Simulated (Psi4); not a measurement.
**SnNH4Cl (SMILES [NH2][SnH2][Cl]) at PBE/def2-SVP (core potential)**

What is the energy change on altering one bond length of SnNH4Cl at PBE/def2-SVP (core potential)? 

Program for the calculation: Psi4 1.11.

22 further runs of the same task are left out: 20 that didn't finish, 2 set aside as unsound or not needed.

## 1. The system as given

The species is SnNH4Cl (7 atoms), meant as a singlet with charge 0. As SMILES, `[NH2][SnH2][Cl]`. Geometry: relaxed at PBE0-D4/def2-TZVP. This is one conformer, not always the lowest.

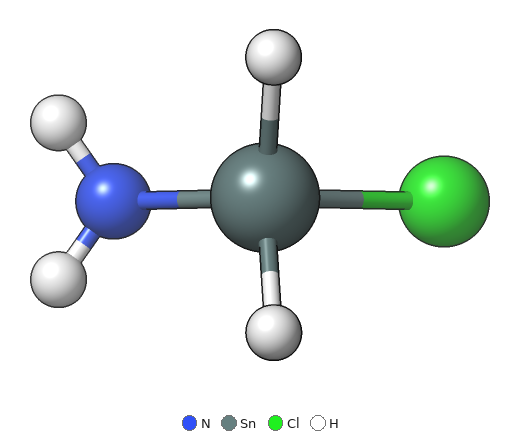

Viewed from a chosen angle; nitrogen blue, tin teal, chlorine green, hydrogen white.

## 2. Energy and gradient at PBE/def2-SVP (core potential)

clh4nsn.py reads:

```python
import psi4

psi4.set_memory('2200 MB')
psi4.set_num_threads(1)
psi4.core.set_output_file('run.log', False)

mol = psi4.geometry("""
0 1
N
Sn 1 2.002434
Cl 2 2.335369 1 106.55202
H 1 1.008907 2 116.4234 3 113.96277
H 1 1.008862 4 109.88019 2 -135.09742
H 2 1.700375 1 110.87595 5 131.9995
H 2 1.700417 6 116.99946 1 128.54451
symmetry c1
""")

options = {'basis': 'def2-SVP', 'puream': True, 'e_convergence': 1e-09, 'd_convergence': 1e-08, 'scf_type': 'pk', 'dft_radial_points': 99, 'dft_spherical_points': 590}
psi4.set_options(options)

result, w = psi4.gradient("pbe", return_wfn=True)
psi4.oeprop(w, "LOWDIN_CHARGES", "DIPOLE", "MULLIKEN_CHARGES", title="PBE")
print('gradient / Eh bohr^-1')
print(result.np.round(6))
print(f'energy = {w.energy():.10f} Eh')
```

Started as:

```console
$ python clh4nsn.py
```

run.log:

```text
[...]
    !!!  WARNING: ECP capability is in beta. Please check occupations closely.  !!!
[...]
  Running in c1 symmetry.
[...]
  Nuclear repulsion =  186.923676448726980
[...]
  Multiplicity = 1
[...]
  Nalpha       = 25
  Nbeta        = 25
[...]
    Number of basis functions: 78
[...]
   @RKS iter   1:  -730.80151240997350   -9.68240e-01   1.21942e-02 ADIIS/DIIS
[...]
   @RKS iter  12:  -731.22018394003885   -1.25056e-12   3.16237e-09 DIIS
[...]
  @RKS Final Energy:  -731.22018394003885
   => Energetics <=
    Nuclear Repulsion Energy =            186.9236764487269795
    One-Electron Energy =               -1461.3319345084330507
    Two-Electron Energy =                 597.6507380685566204
    DFT Exchange-Correlation Energy =     -54.4626639488894853
    Empirical Dispersion Energy =           0.0000000000000000
    VV10 Nonlocal Energy =                  0.0000000000000000
    Total Energy =                       -731.2201839400388508
[...]
  -Total Gradient:
     Atom            X                  Y                   Z
    ------   -----------------  -----------------  -----------------
       1        0.000029923482     0.007996474866     0.002292827684
       2        0.000003190644    -0.006882719409    -0.005749232164
       3       -0.000002784610     0.013546414342    -0.004240528020
       4        0.011035974617    -0.004424905057     0.005995759694
       5       -0.011074570328    -0.004421891448     0.006017387029
       6        0.005523313506    -0.002920749815    -0.002159831966
       7       -0.005515036649    -0.002915914625    -0.002151339985
[...]
 Multipole Moments:
 ------------------------------------------------------------------------------------
     Multipole            Electronic (a.u.)      Nuclear  (a.u.)        Total (a.u.)
 ------------------------------------------------------------------------------------
 L = 1.  Multiply by 2.5417464519 to convert [e a0] to [Debye]
 Dipole X            :          0.0006399           -0.0001816            0.0004583
 Dipole Y            :         27.6971704          -26.4181292            1.2790412
 Dipole Z            :          6.9502869           -7.4464762           -0.4961892
 Magnitude           :                                                    1.3719149
[...]
  Mulliken Charges: (a.u.)
   Center  Symbol    Alpha    Beta     Spin     Total
       1     N     3.68641  3.68641  0.00000 -0.37281
       2    SN    10.73297 10.73297  0.00000  0.53407
       3    CL     8.63572  8.63572  0.00000 -0.27143
       4     H     0.43703  0.43703  0.00000  0.12595
       5     H     0.43704  0.43704  0.00000  0.12593
       6     H     0.53543  0.53543  0.00000 -0.07086
       7     H     0.53542  0.53542  0.00000 -0.07084
   Total alpha = 25.00000, Total beta = 25.00000, Total charge = -0.00000
  Lowdin Charges: (a.u.)
[...]
```

The script printed:

```text
gradient / Eh bohr^-1
[[ 3.0000e-05  7.9960e-03  2.2930e-03]
 [ 3.0000e-06 -6.8830e-03 -5.7490e-03]
 [-3.0000e-06  1.3546e-02 -4.2410e-03]
 [ 1.1036e-02 -4.4250e-03  5.9960e-03]
 [-1.1075e-02 -4.4220e-03  6.0170e-03]
 [ 5.5230e-03 -2.9210e-03 -2.1600e-03]
 [-5.5150e-03 -2.9160e-03 -2.1510e-03]]
energy = -731.2201839400 Eh
```

Run time: 15 s. Hardware: 1 thread of Intel Xeon 6975P-C (Granite Rapids), shared host; peak memory 0.99 GiB.

## 3. The distorted shape: the energy at PBE/def2-SVP (core potential)

run.py reads:

```python
import numpy as np
from ase.calculators.psi4 import Psi4
from ase import Atoms

atoms = Atoms(['N', 'Sn', 'Cl', 'H', 'H', 'H', 'H'], positions=[
    [-0.723573, -0.171790, -0.915816],
    [0.811527, -0.110290, 0.368484],
    [1.095627, -2.285190, 1.170384],
    [-1.803500, 0.485500, -0.566500],
    [-0.507173, 0.013510, -1.883616],
    [0.422027, 0.825110, 1.733984],
    [2.261627, 0.265110, -0.436316],
])
calc = Psi4(atoms=atoms, method='pbe', basis='def2-SVP', memory='2200MB', num_threads=1, charge=0, multiplicity=1, label='psi4-calc')
calc.psi4.set_options({'puream': True, 'e_convergence': 1e-09, 'd_convergence': 1e-08, 'scf_type': 'pk', 'dft_radial_points': 99, 'dft_spherical_points': 590})
atoms.calc = calc

print(f'energy: {atoms.get_potential_energy():.6f} eV')
```

Started as:

```console
$ python run.py
```

psi4-calc.dat:

```text
[...]
    !!!  WARNING: ECP capability is in beta. Please check occupations closely.  !!!
[...]
  Running in c1 symmetry.
[...]
  Nuclear repulsion =  185.551511792678667
[...]
  Multiplicity = 1
[...]
  Nalpha       = 25
  Nbeta        = 25
[...]
    Number of basis functions: 78
[...]
   @RKS iter   1:  -730.77005801481471   -9.78797e-01   1.18083e-02 DIIS/ADIIS
[...]
   @RKS iter  13:  -731.18288537217961   -3.52429e-12   3.28429e-09 DIIS
[...]
    Orbital Energies [Eh]
    ---------------------
    Doubly Occupied:
       1A   -100.605465     2A    -14.004140     3A     -9.140764
       4A     -6.969398     5A     -6.961885     6A     -6.961710
       7A     -4.915758     8A     -3.298513     9A     -3.295771
      10A     -3.295012    11A     -0.967174    12A     -0.963630
      13A     -0.961466    14A     -0.958391    15A     -0.957669
      16A     -0.725531    17A     -0.702131    18A     -0.471205
      19A     -0.400942    20A     -0.333221    21A     -0.312570
      22A     -0.311063    23A     -0.254112    24A     -0.250274
      25A     -0.213460
[...]
  @RKS Final Energy:  -731.18288537217961
   => Energetics <=
    Nuclear Repulsion Energy =            185.5515117926786672
    One-Electron Energy =               -1458.6932237171070028
    Two-Electron Energy =                 596.3247849599887331
    DFT Exchange-Correlation Energy =     -54.3659584077400311
    Empirical Dispersion Energy =           0.0000000000000000
    VV10 Nonlocal Energy =                  0.0000000000000000
    Total Energy =                       -731.1828853721796122
[...]
 Multipole Moments:
 ------------------------------------------------------------------------------------
     Multipole            Electronic (a.u.)      Nuclear  (a.u.)        Total (a.u.)
 ------------------------------------------------------------------------------------
 L = 1.  Multiply by 2.5417464519 to convert [e a0] to [Debye]
 Dipole X            :          8.4348875           -8.7087946           -0.2739071
 Dipole Y            :         27.1791312          -25.9331485            1.2459827
 Dipole Z            :         -0.2780243           -0.2401860           -0.5182103
 Magnitude           :                                                    1.3769676
[...]
```

On the terminal:

```text
energy: -19896.499748 eV
```

Wall time 9.9 s (1 thread of Intel Xeon 6975P-C (Granite Rapids), shared host); peak memory 1 GiB.

## 4. Results

Level: PBE/def2-SVP (core potential).

```
                                                         quantity          value
                                        first shape: total energy  -731.22018 Eh
                                       first shape: dipole moment         3.49 D
                                         first shape: HOMO energy       -5.90 eV
                                         first shape: LUMO energy       -1.03 eV
                                       first shape: HOMO–LUMO gap        4.87 eV
                            first shape: largest force on an atom     0.730 eV/Å
                                    distorted shape: total energy  -731.18289 Eh
                                   distorted shape: dipole moment         3.50 D
                                     distorted shape: HOMO energy       -5.81 eV
                                     distorted shape: LUMO energy       -1.46 eV
                                   distorted shape: HOMO–LUMO gap        4.34 eV
energy change with the N1–H4 bond stretched from 1.009 to 1.312 Å       1.015 eV
```

**Reading.** With the N1–H4 bond stretched from 1.009 to 1.312 Å the energy rises by 1.01 eV (98 kJ/mol). The first shape isn't relaxed at this level, so the change isn't measured from a minimum. The largest force (first shape) is 0.73 eV/Å: the shape isn't a stationary point for this species at this level.
